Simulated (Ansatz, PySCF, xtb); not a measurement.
Breaking the Se1–H2 bond in H2OSe (SMILES O[SeH]) (multiplicity 1 held, fragments rigid). Energies count from the point at 1.482 Å.
Geometry at that point (charge 0, multiplicity 1):
```xyz
4

Se    -0.2423    -0.0634     0.2813
H     -1.3282    -0.3874    -0.6732
O      1.0652     0.1787    -0.9608
H      1.0461     1.1122    -1.2051
```

R- and RO- levels are restricted; in cc, def2 and unpolarised 6-31G sets they are followed outwards from rest. Unrestricted levels (U-) break spin symmetry where that is lower. Active spaces are followed from a long bond inwards. Left out are points that failed, MP2 points that dive below the minimum, coupled-cluster points behind a jump of the amplitudes or a sharp parting from full CI or MRCI, small-basis points behind a change of solution, and semi-empirical points at long bonds. Curves can end on different states.

Cores are frozen in the correlated methods. Filled d and f shells under p-block atoms count as core. Rows in LANL2DZ carry no dispersion term and start afresh at each structure. LANL2DZ brings its own core potentials from Na on.

Programs: Ansatz (Gaussian basis) for Hartree–Fock, density functionals and correlated methods; PySCF for LANL2DZ rows; xtb for the GFN methods. Values without a source in brackets are computed. The GFN methods have no spin term and hold the electronic entropy of 300 K.

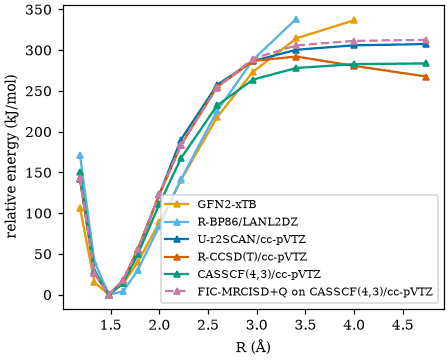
*Relative energy along the coordinate*

### Question
Read off the R-BP86/LANL2DZ curve at R = 1.185.

### Answer
about 170 kJ/mol

Doubts at one or more of the structures used: a spin-contaminated determinant (U-r2SCAN/cc-pVTZ); a restricted determinant that unrestricted orbitals would lower (R-CCSD(T)/cc-pVTZ); other coupled-cluster roots lie near (R-CCSD(T)/cc-pVTZ); active orbitals that take no part (CASSCF(4,3)/cc-pVTZ, FIC-MRCISD+Q on CASSCF(4,3)/cc-pVTZ).

Ansatz is a quantum-chemistry and plane-wave program.
